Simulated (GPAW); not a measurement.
# WGe2P4 monolayer in an electric field

How does WGe2P4 monolayer screen a perpendicular field?

Method: GPAW, PAW setups; layer in a repeated cell with vacuum, relaxation of atoms and in-plane cell, in the first sound run; inputs show where later runs differ, in GPAW 26.7.0.

## (1) Set-up

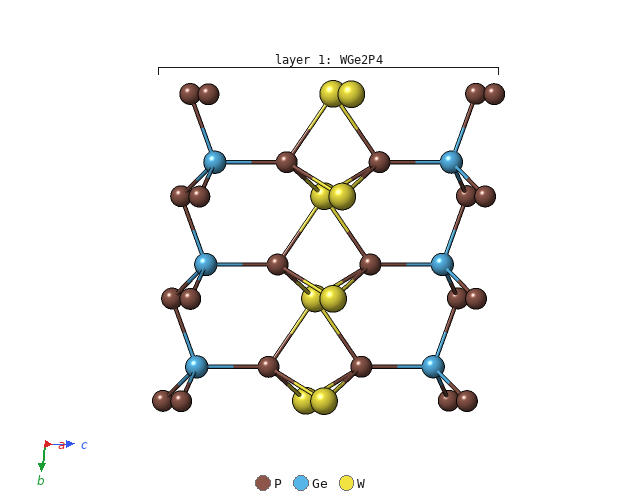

Start, viewed from the side, with the c axis across the page; phosphorus brown, germanium blue, tungsten yellow. 1×3×1 cells are drawn. Bonds to atoms that aren't drawn are left out. Some periodic images of atoms are drawn too.

The cell holds 7 atoms: 4 P, 2 Ge and 1 W. Its edges and angles: a = 3.580 Å, b = 3.580 Å, c = 26.748 Å, α = 90.0°, β = 90.0°, γ = 120.0°. Vacuum lies along c.

## (2) Relaxation

Forces are removed first; all later runs use this geometry.

The input, run.py:

```python
import json
import numpy as np
from ase import Atoms
from ase.filters import FrechetCellFilter
from ase.optimize import BFGS
from gpaw import GPAW, PW

slab = Atoms(
    ['P', 'Ge', 'P', 'W', 'P', 'Ge', 'P'],
    positions=[
        [0.00000, 0.00000, 9.00000],
        [-0.00000, 2.06691, 9.75357],
        [-0.00000, 2.06691, 11.95357],
        [0.00000, 0.00000, 13.37411],
        [-0.00000, 2.06691, 14.79465],
        [-0.00000, 2.06691, 16.99465],
        [0.00000, 0.00000, 17.74822]],
    cell=[[3.58, 0.0, 0.0], [-1.79, 3.10037, 0.0], [0.0, 0.0, 26.7482]],
    pbc=[True, True, True])

slab.calc = GPAW(mode=PW(600), xc='PBE', kpts={'size': (9, 9, 1), 'gamma': True},
                 occupations={'name': 'fermi-dirac', 'width': 0.05}, nbands='200%',
                 convergence={'density': 1e-05}, maxiter=200,
                 symmetry={'tolerance': 1e-3}, txt='slab.txt')
result = {}
# The in-plane cell is free; stress needs a cell that repeats along all three vectors
path = []
opt = BFGS(FrechetCellFilter(slab, mask=[1, 1, 0, 0, 0, 1]), maxstep=0.2)
opt.attach(lambda: path.append((slab.get_potential_energy(), slab.positions.tolist(), slab.get_forces().tolist())))
result['relaxed'] = bool(opt.run(fmax=0.02, steps=45))
result['path'] = path
result['cell'] = slab.cell.tolist()
print('in-plane lattice', slab.cell.cellpar().round(4)[[0, 1, 5]])
energy = slab.get_potential_energy()
fermi = slab.calc.get_fermi_level()
v = slab.calc.get_electrostatic_potential().mean((0, 1)) - fermi
n = slab.calc.get_pseudo_density().mean((0, 1))
L = slab.cell[2, 2]
z = np.arange(len(v)) * L / len(v)
low, high = slab.positions[:, 2].min(), slab.positions[:, 2].max()
below, above = np.interp([low - 6.8, high + 6.8], z, v)
slopes = [np.interp(x, z, np.gradient(v, z)) for x in (low - 6.8, high + 6.8)]
eps = np.array([[slab.calc.get_eigenvalues(k, s) for k in range(len(slab.calc.get_ibz_k_points()))]
                for s in range(slab.calc.get_number_of_spins())]) - fermi
top, bottom = eps[eps < 0].max(), eps[eps > 0].min()
dipole = slab.get_dipole_moment()[2]
print(f'energy {energy:.4f} eV, Fermi level {fermi:.4f} eV, dipole {dipole:.5f} e A')
print(f'potential 6.8 A off the faces, from the Fermi level: lower {below:.4f} eV, upper {above:.4f} eV')
print(f'slope of the potential there: lower {slopes[0]:.5f}, upper {slopes[1]:.5f} eV/A')
print(f'nearest levels on the mesh: {top:.4f} and {bottom:.4f} eV')
print('magnetic moment', round(slab.get_magnetic_moment(), 3))
result.update(energy=energy, fermi=fermi, dipole=dipole, below=below, above=above, slopes=slopes, edges=[top, bottom],
              z=z.tolist(), v=v.tolist(), n=n.tolist(), positions=slab.positions.tolist(),
              forces=slab.get_forces(apply_constraint=False).tolist(), moments=slab.get_magnetic_moments().tolist())
json.dump(result, open('result.json', 'w'))
```

Started as:

```
> OMP_NUM_THREADS=1 OPENBLAS_NUM_THREADS=1 python run.py
```

The log of the run:

```text
Step          Energy          fmax
BFGS:    0      -41.370311        3.381613
BFGS:    1      -41.887998        2.816365
BFGS:    2      -42.596328        0.827779
BFGS:    3      -42.630172        0.555286
BFGS:    4      -42.695829        0.678031
BFGS:    5      -42.785060        0.608125
BFGS:    6      -42.851359        0.598360
BFGS:    7      -42.880165        0.381703
BFGS:    8      -42.891554        0.339311
BFGS:    9      -42.897839        0.270614
BFGS:   10      -42.903661        0.245297
BFGS:   11      -42.910587        0.286170
BFGS:   12      -42.916297        0.190950
BFGS:   13      -42.918672        0.074676
BFGS:   14      -42.919017        0.012957
in-plane lattice [  3.5413   3.5413 120.    ]
energy -42.9190 eV, Fermi level 0.6256 eV, dipole 0.00214 e A
potential 6.8 A off the faces, from the Fermi level: lower 5.0383 eV, upper 5.0374 eV
slope of the potential there: lower 0.00019, upper 0.00034 eV/A
nearest levels on the mesh: -0.3428 and 0.2949 eV
magnetic moment 0.0
```

Wall time 25 min (1 thread of Arm Neoverse V2, shared host); peak memory 0.78 GiB.

This step gave:

```yaml
dipole_along_the_normal: 0.002144 e·Å
levels_nearest_the_fermi_level_on_the_mesh: -0.3428, 0.2949 eV from the Fermi level
```

The electrostatic potential energy of an electron (without an applied field's), less the Fermi level, planar mean oscillates, so the rows of the table below give means over windows of 1.67 Å about each position, cut where the curve ends. Its maxima inside the range that stand out by 2 % of the span (Å: eV): 9.0: -10.2, 10.9: 1.67, 12.5: -7.51, 14.2: -7.51, 15.9: 1.66, 17.7: -10.2. Its minima: 8.6: -13.9, 9.6: -15.0, 12.0: -12.6, 13.4: -19.1, 14.7: -12.6, 17.1: -15.0, 18.1: -13.9.

Table of electrostatic potential energy of an electron (without an applied field's), less the Fermi level, planar mean by z; means over each step:

```tsv
z (Å)	electrostatic potential energy of an electron (without an applied field's), less the Fermi level, planar mean (eV)
0.83	5.04
2.50	5.04
4.17	5.04
5.84	5.00
7.51	0.553
9.18	-12.3
10.86	-1.56
12.52	-11.6
14.20	-11.8
15.86	-1.55
17.54	-12.3
19.20	0.265
20.88	4.99
22.55	5.04
24.21	5.04
25.88	5.04
```

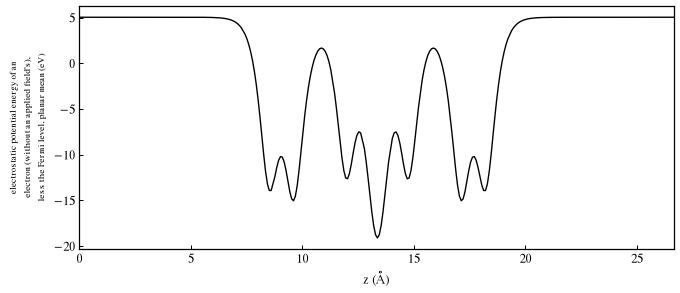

Electrostatic potential energy of an electron (without an applied field's), less the Fermi level, planar mean against z.

The pseudo valence density, planar mean oscillates, so the rows of the table below give means over windows of 2 Å about each position, cut where the curve ends. Its maxima inside the range that stand out by 2 % of the span (Å: e/Å³): 9.0: 0.449, 10.0: 0.235, 13.4: 1.24, 16.7: 0.235, 17.7: 0.449. Its minima: 9.7: 0.0694, 10.7: 0.132, 16.0: 0.132, 17.1: 0.0694.

Table of pseudo valence density, planar mean by z; means over each step:

```tsv
z (Å)	pseudo valence density, planar mean (e/Å³)
4	1.3e-5
6	0.00432
8	0.213
10	0.207
12	0.348
14	0.658
16	0.185
18	0.285
20	0.0339
22	1.2e-4
```

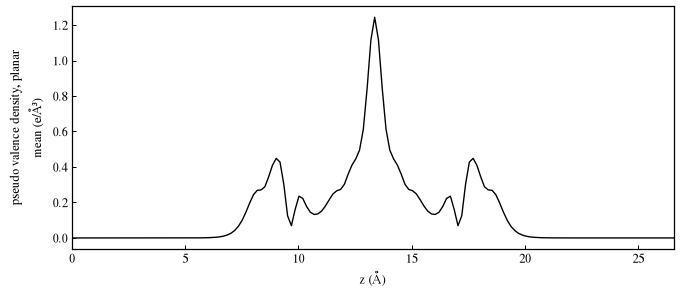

Pseudo valence density, planar mean against z.

The relaxation lowered the energy of the cell by 1.55 eV (energies extrapolated to zero smearing; the optimiser's log prints free energies). The largest force left on a free atom is 0.013 eV/Å.

## (3) Plane waves, PBE

With the geometry fixed, the planar mean of the potential gives the vacuum level on each side.

This step: GPAW, PAW setups; slab in vacuum (GPAW 26.7.0).

The cell differs from the one that the last finished run ended in (c 26.748 → 27.706 Å).

run.py, as its differences from that of step 2:

```diff
@@ -3,4 +3,2 @@
 from ase import Atoms
-from ase.filters import FrechetCellFilter
-from ase.optimize import BFGS
 from gpaw import GPAW, PW
@@ -10,25 +8,18 @@
     positions=[
-        [0.00000, 0.00000, 9.00000],
-        [-0.00000, 2.06691, 9.75357],
-        [-0.00000, 2.06691, 11.95357],
-        [0.00000, 0.00000, 13.37411],
-        [-0.00000, 2.06691, 14.79465],
-        [-0.00000, 2.06691, 16.99465],
-        [0.00000, 0.00000, 17.74822]],
-    cell=[[3.58, 0.0, 0.0], [-1.79, 3.10037, 0.0], [0.0, 0.0, 26.7482]],
-    pbc=[True, True, True])
+        [-0.00000, -0.00000, 9.00000],
+        [-0.00000, 2.04455, 10.10614],
+        [-0.00000, 2.04455, 12.46046],
+        [-0.00000, 0.00000, 13.85283],
+        [-0.00000, 2.04455, 15.24520],
+        [-0.00000, 2.04455, 17.59952],
+        [-0.00000, 0.00000, 18.70566]],
+    cell=[[3.54127, 0.0, 0.0], [-1.77064, 3.06683, 0.0], [0.0, 0.0, 27.7057]],
+    pbc=[True, True, False])
 
-slab.calc = GPAW(mode=PW(600), xc='PBE', kpts={'size': (9, 9, 1), 'gamma': True},
+slab.calc = GPAW(mode=PW(400), xc='PBE', kpts={'size': (9, 9, 1), 'gamma': True},
                  occupations={'name': 'fermi-dirac', 'width': 0.05}, nbands='200%',
                  convergence={'density': 1e-05}, maxiter=200,
+                 poissonsolver={'dipolelayer': 'xy'},
                  symmetry={'tolerance': 1e-3}, txt='slab.txt')
 result = {}
-# The in-plane cell is free; stress needs a cell that repeats along all three vectors
-path = []
-opt = BFGS(FrechetCellFilter(slab, mask=[1, 1, 0, 0, 0, 1]), maxstep=0.2)
-opt.attach(lambda: path.append((slab.get_potential_energy(), slab.positions.tolist(), slab.get_forces().tolist())))
-result['relaxed'] = bool(opt.run(fmax=0.02, steps=45))
-result['path'] = path
-result['cell'] = slab.cell.tolist()
-print('in-plane lattice', slab.cell.cellpar().round(4)[[0, 1, 5]])
 energy = slab.get_potential_energy()
```

The log of the run:

```text
energy -42.8951 eV, Fermi level 0.4301 eV, dipole 0.00094 e A
potential 6.8 A off the faces, from the Fermi level: lower 5.0308 eV, upper 5.0448 eV
slope of the potential there: lower -0.00010, upper 0.00010 eV/A
nearest levels on the mesh: -0.3427 and 0.2948 eV
magnetic moment 0.0
```

It took 70 s on 1 thread; peak memory 0.26 GiB.

This step gave:

```yaml
dipole_along_the_normal: 9.36e-4 e·Å
levels_nearest_the_fermi_level_on_the_mesh: -0.3427, 0.2948 eV from the Fermi level
upper_work_function: 5.045 eV
lower_work_function: 5.031 eV
upper_ionisation_energy: 5.388 eV
```

The electrostatic potential energy of an electron (without an applied field's), less the Fermi level, planar mean oscillates, so the rows of the table below give means over windows of 1.73 Å about each position, cut where the curve ends. Its maxima inside the range that stand out by 2 % of the span (Å: eV): 9.5: -10.2, 11.4: 1.66, 13.0: -7.59, 14.7: -7.59, 16.3: 1.66, 18.2: -10.2. Its minima: 9.1: -13.9, 10.1: -15.1, 12.4: -12.6, 13.9: -19.1, 15.3: -12.6, 17.6: -15.0, 18.6: -13.9.

Electrostatic potential energy of an electron (without an applied field's), less the Fermi level, planar mean against z; means over each step:

```tsv
z (Å)	electrostatic potential energy of an electron (without an applied field's), less the Fermi level, planar mean (eV)
0.86	5.03
2.59	5.03
4.32	5.03
6.05	5.01
7.78	2.18
9.51	-12.3
11.24	-1.85
12.97	-11.5
14.70	-11.6
16.43	-1.80
18.16	-12.3
19.89	2.01
21.62	5.02
23.35	5.04
25.08	5.04
26.81	5.04
```

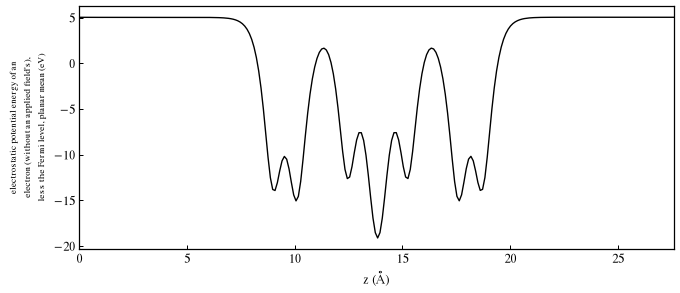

Electrostatic potential energy of an electron (without an applied field's), less the Fermi level, planar mean, plotted against z.

The pseudo valence density, planar mean oscillates, so the rows of the table below give means over windows of 2 Å about each position, cut where the curve ends. Its maxima inside the range that stand out by 2 % of the span (Å: e/Å³): 9.5: 0.450, 10.6: 0.237, 13.9: 1.24, 17.1: 0.236, 18.2: 0.450. Its minima: 10.2: 0.0690, 11.3: 0.132, 16.5: 0.132, 17.5: 0.0690.

Table of pseudo valence density, planar mean by z; means over each step:

```tsv
z (Å)	pseudo valence density, planar mean (e/Å³)
4	3.5e-6
6	0.00113
8	0.128
10	0.261
12	0.246
14	0.720
16	0.214
18	0.276
20	0.0876
22	4.6e-4
24	1.6e-6
```

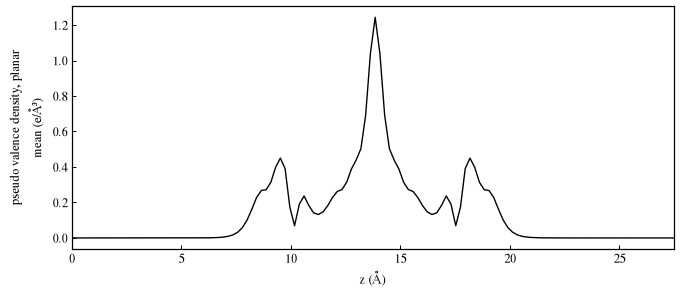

Pseudo valence density, planar mean against z.

The layer is gapped, so the Fermi level lies somewhere inside the gap, set by smearing and numerics, and these work functions are no property of the material; the band edges below the vacuum level are. The potential is flat to 9.5e-5 eV/Å where it is read, so the vacuum is wide enough.

## (4) Field on

A uniform field along the normal polarises the slab; the atoms stay fixed, so this is the electronic response alone.

run.py, as its differences from that of step 3:

```diff
@@ -4,2 +4,3 @@
 from gpaw import GPAW, PW
+from gpaw.external import ConstantElectricField
 
@@ -22,2 +23,3 @@
                  poissonsolver={'dipolelayer': 'xy'},
+                 external=ConstantElectricField(-0.2, [0, 0, 1]),
                  symmetry={'tolerance': 1e-3}, txt='slab.txt')
```

The log of the run:

```text
energy -42.9090 eV, Fermi level 0.4290 eV, dipole -0.13902 e A
potential 6.8 A off the faces, from the Fermi level: lower 3.8822 eV, upper 6.1985 eV
slope of the potential there: lower -0.00010, upper 0.00010 eV/A
nearest levels on the mesh: -0.3416 and 0.2943 eV
magnetic moment 0.0
```

Elapsed: 4.5 min, on 1 thread; peak memory 0.46 GiB.

Numbers from this step:

```yaml
dipole_along_the_normal: -0.1390 e·Å
levels_nearest_the_fermi_level_on_the_mesh: -0.3416, 0.2943 eV from the Fermi level
potential_below_the_slab_the_applied_field_s_own_ramp_left_out: 3.882 eV from the Fermi level
potential_above_the_slab_the_applied_field_s_own_ramp_left_out: 6.198 eV from the Fermi level
```

The electrostatic potential energy of an electron (without an applied field's), less the Fermi level, planar mean oscillates, so the rows of the table below give means over windows of 1.79 Å about each position, cut where the curve ends. Its maxima inside the range that stand out by 2 % of the span (Å: eV): 9.5: -11.0, 11.4: 1.19, 13.1: -7.74, 14.7: -7.42, 16.3: 2.13, 18.2: -9.37, 27.3: 6.20. Its minima: 9.1: -14.8, 10.1: -15.8, 12.4: -12.9, 13.9: -19.1, 15.3: -12.3, 17.6: -14.3, 18.6: -13.0.

Electrostatic potential energy of an electron (without an applied field's), less the Fermi level, planar mean against z; means over each step:

```tsv
z (Å)	electrostatic potential energy of an electron (without an applied field's), less the Fermi level, planar mean (eV)
0.90	4.00
2.69	3.88
4.47	3.88
6.27	3.85
8.05	-1.41
9.84	-12.2
11.63	-3.39
13.43	-13.0
15.21	-7.46
17.00	-4.90
18.79	-7.08
20.59	5.69
22.38	6.19
24.16	6.20
25.96	6.20
```

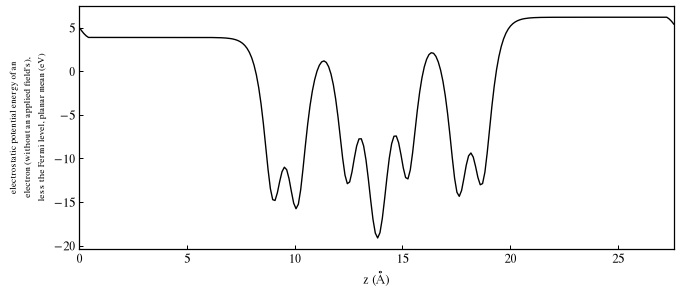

Electrostatic potential energy of an electron (without an applied field's), less the Fermi level, planar mean, plotted against z.

Force by atom:

```tsv
atom	x (eV/Å)	y (eV/Å)	z (eV/Å)	size
P1	0.0000	0.0000	-0.0023	0.0023
Ge2	0.0000	0.0000	-0.0106	0.0106
P3	0.0000	0.0000	-0.0155	0.0155
W4	0.0001	-0.0001	0.0561	0.0561
P5	0.0000	0.0000	-0.0178	0.0178
Ge6	0.0000	0.0000	-0.0359	0.0359
P7	0.0000	0.0000	0.0266	0.0266
```

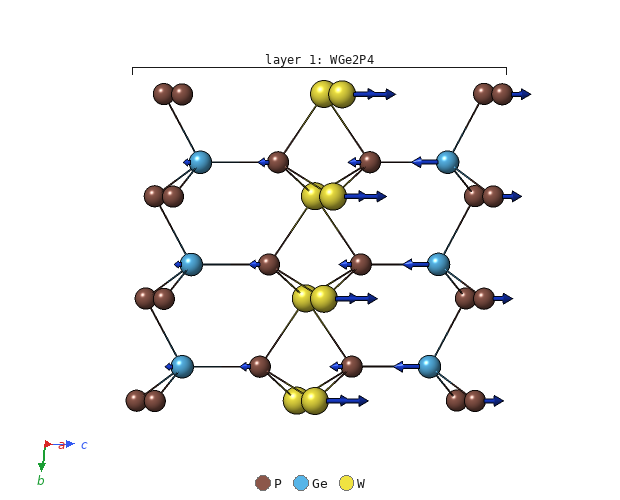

Force as arrows, the longest 0.0561 eV/Å. Bonds to atoms that aren't drawn are left out. 1×3×1 cells are drawn. Some periodic images of atoms are drawn too.

The dipole is now -0.139 e Å, against 9.4e-4 in the run without a field.

## (5) In a field

run.py, as its differences from that of step 4:

```diff
@@ -23,3 +23,3 @@
                  poissonsolver={'dipolelayer': 'xy'},
-                 external=ConstantElectricField(-0.2, [0, 0, 1]),
+                 external=ConstantElectricField(-0.1, [0, 0, 1]),
                  symmetry={'tolerance': 1e-3}, txt='slab.txt')
```

The log of the run:

```text
energy -42.8985 eV, Fermi level 0.4298 eV, dipole -0.06952 e A
potential 6.8 A off the faces, from the Fermi level: lower 4.4593 eV, upper 5.6175 eV
slope of the potential there: lower -0.00009, upper 0.00010 eV/A
nearest levels on the mesh: -0.3424 and 0.2947 eV
magnetic moment 0.0
```

Run time: 4.1 min. Hardware: 1 thread; peak memory 0.46 GiB.

Numbers from this step:

```
dipole along the normal                                         : -0.06952 e·Å
levels nearest the Fermi level on the mesh                      : -0.3424, 0.2947 eV from the Fermi level
potential below the slab, the applied field's own ramp left out : 4.459 eV from the Fermi level
potential above the slab, the applied field's own ramp left out : 5.618 eV from the Fermi level
```

The electrostatic potential energy of an electron (without an applied field's), less the Fermi level, planar mean oscillates, so the rows of the table below give means over windows of 1.73 Å about each position, cut where the curve ends. Its maxima inside the range that stand out by 2 % of the span (Å: eV): 9.5: -10.6, 11.4: 1.43, 13.1: -7.67, 14.7: -7.51, 16.3: 1.90, 18.2: -9.78. Its minima: 9.1: -14.4, 10.1: -15.4, 12.4: -12.8, 13.9: -19.1, 15.3: -12.5, 17.6: -14.7, 18.6: -13.5.

Table of electrostatic potential energy of an electron (without an applied field's), less the Fermi level, planar mean by z; means over each step:

```tsv
z (Å)	electrostatic potential energy of an electron (without an applied field's), less the Fermi level, planar mean (eV)
0.86	4.52
2.59	4.46
4.32	4.46
6.05	4.44
7.78	1.65
9.51	-12.7
11.24	-2.09
12.97	-11.6
14.70	-11.6
16.43	-1.56
18.16	-11.9
19.89	2.54
21.62	5.59
23.35	5.62
25.08	5.62
26.81	5.58
```

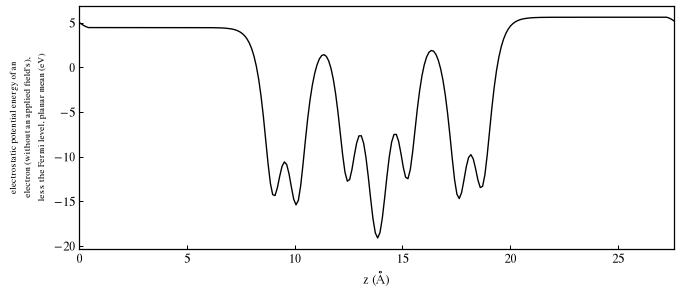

Electrostatic potential energy of an electron (without an applied field's), less the Fermi level, planar mean, plotted against z.

The dipole is now -0.0695 e Å, against 9.4e-4 in the run without a field.

## (6) In a field

run.py, as its differences from that of step 5:

```diff
@@ -23,3 +23,3 @@
                  poissonsolver={'dipolelayer': 'xy'},
-                 external=ConstantElectricField(-0.1, [0, 0, 1]),
+                 external=ConstantElectricField(-0.05, [0, 0, 1]),
                  symmetry={'tolerance': 1e-3}, txt='slab.txt')
```

The log of the run:

```text
energy -42.8959 eV, Fermi level 0.4300 eV, dipole -0.03476 e A
potential 6.8 A off the faces, from the Fermi level: lower 4.7484 eV, upper 5.3275 eV
slope of the potential there: lower -0.00010, upper 0.00009 eV/A
nearest levels on the mesh: -0.3426 and 0.2948 eV
magnetic moment 0.0
```

Elapsed: 3.9 min, on 1 thread; peak memory 0.46 GiB.

The electrostatic potential energy of an electron (without an applied field's), less the Fermi level, planar mean oscillates, so the rows of the table below give means over windows of 1.73 Å about each position, cut where the curve ends. Its maxima inside the range that stand out by 2 % of the span (Å: eV): 9.5: -10.4, 11.4: 1.54, 13.1: -7.63, 14.7: -7.55, 16.3: 1.78, 18.2: -9.98. Its minima: 9.1: -14.1, 10.1: -15.2, 12.4: -12.7, 13.9: -19.1, 15.3: -12.5, 17.6: -14.9, 18.6: -13.7.

The electrostatic potential energy of an electron (without an applied field's), less the Fermi level, planar mean by z; means over each step:

```tsv
z (Å)	electrostatic potential energy of an electron (without an applied field's), less the Fermi level, planar mean (eV)
0.86	4.78
2.59	4.75
4.32	4.75
6.05	4.73
7.78	1.92
9.51	-12.5
11.24	-1.97
12.97	-11.5
14.70	-11.6
16.43	-1.68
18.16	-12.1
19.89	2.27
21.62	5.30
23.35	5.33
25.08	5.33
26.81	5.31
```

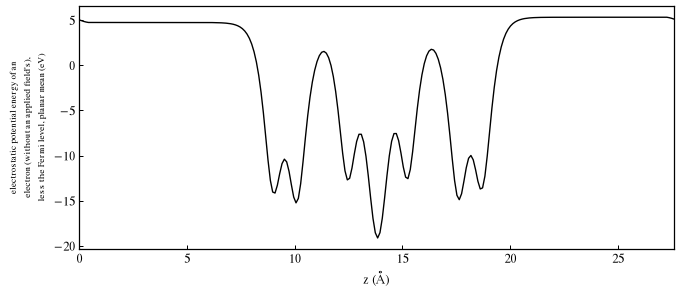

Electrostatic potential energy of an electron (without an applied field's), less the Fermi level, planar mean, plotted against z.

(Continued in part 2 of 2.)

[Logs are printed without paths, hosts, clocks, repeated set-up lines and the standing remarks that a program may print on its own settings, such as how far it seeks lower states.]

[Hosts, paths, dates, database ids (printed as entryN), source tags and the programs' standing remarks are cut or masked in the printed files.]
